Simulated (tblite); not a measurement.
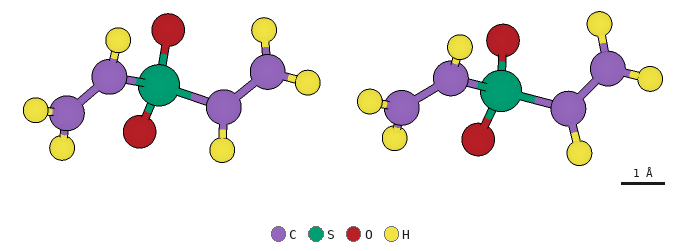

Two geometries of C₄H₆O₂S, drawn at one scale. One is the start of a relaxation, the other its converged end. The picture is a ball-and-stick view, seen from a free direction.

Computed with GFN2-xTB geometry optimisation, gas phase in tblite 0.8.0. 

Question: Which of the two is the end point?

Answer: The left one is the relaxed one. The largest move after the best rigid fit is that of an H atom, 0.48 Å. By element the largest moves are H 0.48 Å, O 0.34 Å, S 0.19 Å, C 0.18 Å. Some distances before and after: O–S 1.519 → 1.438 Å, C–S 1.734 → 1.800 Å, C–S 1.776 → 1.800 Å, C–H 1.101 → 1.078 Å. Bond angles that change, for instance: O–S–O 104.0° → 118.7°, C–S–C 112.1° → 102.6°, C–C–H 118.2° → 126.3°. The energy falls by 68.9 kJ/mol in 75 geometry steps.
